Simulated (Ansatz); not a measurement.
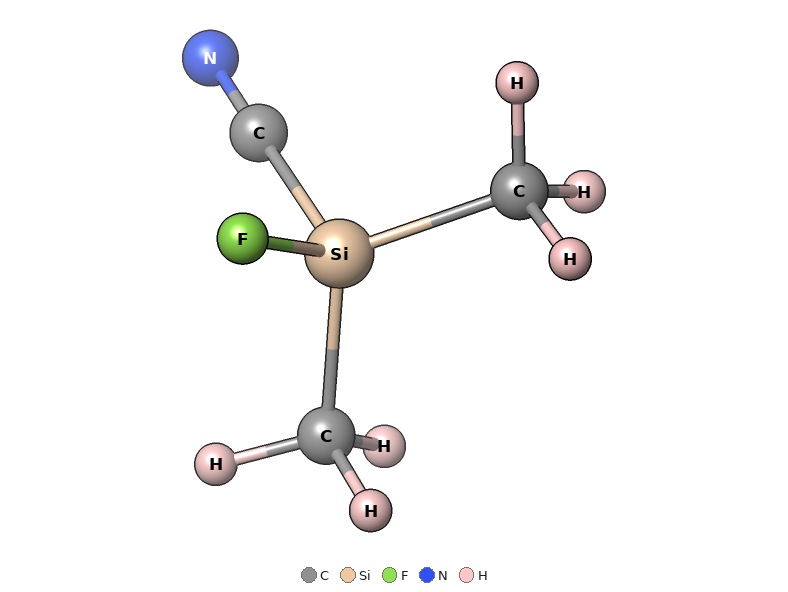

Depth is shown by fading: the farther an atom, the more it takes the colour of the background. Computed geometry: PBE-D4/def2-SVP optimisation. No frequency run is at hand to confirm it as a minimum.

> Which symmetry elements does this geometry have?

It has 1 mirror plane, so the point group is Cs. The group has 2 operations. The geometry is achiral, and symmetry allows a dipole moment.
